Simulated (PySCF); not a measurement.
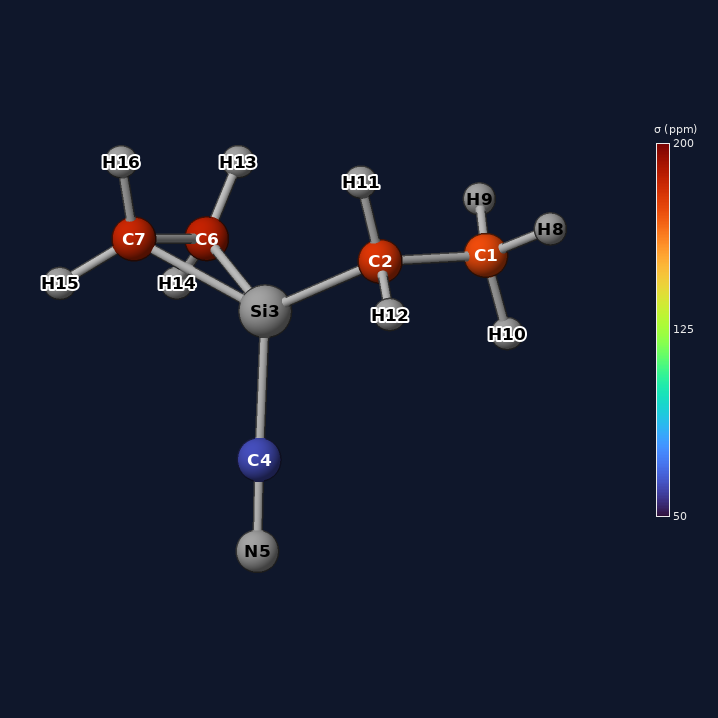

Atoms are coloured by their isotropic NMR shieldings (C only, the others grey). Geometry: an image of a reaction path computed with GFN2-xTB, not a minimum. Method: GIAO PBE0/pcSseg-1 NMR shielding, non-relativistic, gas phase (PySCF 2.14.0).

Give the isotropic NMR shieldings of the C atoms atom by atom.

```csv
atom,σ (ppm)
C1,174.2
C2,179.7
C4,61.7
C6,186.4
C7,184.4
```
